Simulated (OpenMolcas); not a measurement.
**Excited-state calculation of O$_{3}$ (part 4 of 4)**

O$_{3}$, SMILES O=[O+][O-]; CASSCF/ANO-XS-VDZP, DKH2 (OpenMolcas 26.06). The geometry comes from this level: PBE0-D4/def2-TZVP.

Geometry of the input (Å):
```
O  0.8487  -0.5359  0.4095
O  -0.2289  -0.3176  -0.1594
O  -0.6198  0.8535  -0.2501
```

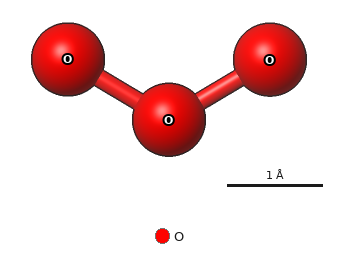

Figure 1. The structure (ball-and-stick view, seen on its broad side).

## What the program printed, continued
```
      Charge (e):
                      =   -0.0000
      Dipole Moment (debye):
      Origin of the operator (angstrom)=   -0.0000   -0.0000    0.0000
                   X=  2.2378E+00               Y= -3.2809E+00               Z=  8.8186E-01           Total=  4.0681E+00
      Quadrupole Moment (debye*angstrom):
      Origin of the operator (angstrom)=   -0.0000   -0.0000    0.0000
                  XX= -1.5734E+01              XY=  1.2813E+00              XZ= -7.0758E-01              YY= -1.8088E+01
                  YZ=  2.9200E-01              ZZ= -1.4557E+01
      In traceless form (debye*angstrom)
                  XX=  5.8818E-01              XY=  1.9219E+00              XZ= -1.0614E+00              YY= -2.9421E+00
                  YZ=  4.3800E-01              ZZ=  2.3539E+00
--

      LoProp population analysis for root number:  3
      -----------------------------------------------

++    LoProp analysis:
      ----------------

++    Static properties:
      ------------------

      LoProp Charges per center

                   O1       O2       O3
      Nuclear      8.0000   8.0000   8.0000
      Electronic  -7.8260  -7.5955  -8.5785

      Total        0.1740   0.4045  -0.5785
--

      Natural Bond Order analysis for root number:  3

++    Natural Bond Order analysis
      ---------------------------
      Based on LoProp computed density
      -------------------------------------------------------------------------------------
      Atom A       Atom B       Bond Order
      -------------------------------------------------------------------------------------
      NBO located      0.998 non-bonded electrons on atom O1
      NBO located      0.995 non-bonded electrons on atom O1
      NBO located      0.999 non-bonded electrons on atom O2
      NBO located      0.999 non-bonded electrons on atom O3
      The remaining    7.871 electrons are to be considered as diffuse
--

--

      Von Neumann Entropy (Root   4) =  0.61576

      Mulliken population analysis for root number:  4
      -----------------------------------------------

++    Molecular charges:
      ------------------

      Mulliken charges per centre and basis function type
      ---------------------------------------------------

                O1      O2      O3
      1s       1.9996  1.9990  1.9996
      2s       1.9210  1.7938  1.9139
      2px      1.1546  1.3481  1.4844
      2pz      1.7361  1.6361  0.7206
      2py      1.9024  1.2235  1.1355
      3s      -0.0114 -0.0117 -0.0091
      3px     -0.0140  0.0040 -0.0053
      3pz     -0.0164 -0.0061 -0.0112
      3py     -0.0075  0.0037 -0.0085
      3d2+     0.0090  0.0233  0.0102
      3d1+     0.0110  0.0115  0.0006
      3d0      0.0036  0.0100  0.0046
      3d1-     0.0015  0.0052  0.0057
      3d2-     0.0047  0.0153  0.0089
      Total    8.6942  8.0559  7.2498

      N-E     -0.6942 -0.0559  0.7502

      Total electronic charge=   24.000000

      Total            charge=   -0.000000
--

      Expectation values of various properties for root number:  4
      -----------------------------------------------------------

++    Molecular properties:
      ---------------------

      Charge (e):
                      =   -0.0000
      Dipole Moment (debye):
      Origin of the operator (angstrom)=   -0.0000   -0.0000    0.0000
                   X= -4.9084E+00               Y=  4.8823E+00               Z= -2.1795E+00           Total=  7.2581E+00
      Quadrupole Moment (debye*angstrom):
      Origin of the operator (angstrom)=   -0.0000   -0.0000    0.0000
                  XX= -1.6986E+01              XY= -1.3651E-02              XZ= -1.6251E+00              YY= -1.4900E+01
                  YZ= -9.9591E-02              ZZ= -1.4934E+01
      In traceless form (debye*angstrom)
                  XX= -2.0690E+00              XY= -2.0476E-02              XZ= -2.4376E+00              YY=  1.0600E+00
                  YZ= -1.4939E-01              ZZ=  1.0090E+00
--

      LoProp population analysis for root number:  4
      -----------------------------------------------

++    LoProp analysis:
      ----------------

++    Static properties:
      ------------------

      LoProp Charges per center

                   O1       O2       O3
      Nuclear      8.0000   8.0000   8.0000
      Electronic  -8.7577  -7.9306  -7.3117

      Total       -0.7577   0.0694   0.6883
--

      Natural Bond Order analysis for root number:  4

++    Natural Bond Order analysis
      ---------------------------
      Based on LoProp computed density
      -------------------------------------------------------------------------------------
      Atom A       Atom B       Bond Order
      -------------------------------------------------------------------------------------
      NBO located      0.999 non-bonded electrons on atom O1
      NBO located      0.985 non-bonded electrons on atom O1
      NBO located      0.999 non-bonded electrons on atom O2
      NBO located      0.999 non-bonded electrons on atom O3
      The remaining    7.763 electrons are to be considered as diffuse
--

--

      Average orbitals are written to the RASORB file
      Natural orbitals for root   1 are written to the RASORB.1 file
      Natural orbitals for root   2 are written to the RASORB.2 file
      Natural orbitals for root   3 are written to the RASORB.3 file
      Natural orbitals for root   4 are written to the RASORB.4 file
      Spin density orbitals for root   1 are written to the SPDORB.1 file
      Spin density orbitals for root   2 are written to the SPDORB.2 file
      Spin density orbitals for root   3 are written to the SPDORB.3 file
      Spin density orbitals for root   4 are written to the SPDORB.4 file

--- Stop Module: rasscf /rc=_RC_ALL_IS_WELL_ ---
           step2.RasOrb.2 step2.RasOrb.3 step2.RasOrb.4 step2.rasscf.h5 step2.SpdOrb.1 step2.SpdOrb.2 step2.SpdOrb.3 step2.SpdOrb.4 xmldump
--- Module rasscf spent 2 seconds ---

.##################.
.# Happy landing! #.
.##################.

    Timing: Wall=6.41 User=5.22 System=1.17
```

## Summary

- outcome: converged
- total energy: −224.489610 hartree
- CASSCF energy: −224.489610 hartree
- basis functions: 42
- hardware: 1 thread of Arm Neoverse V1, 24 GiB of memory available, shared host
- wall time: 6.9 s
- peak memory: 0.38 GiB
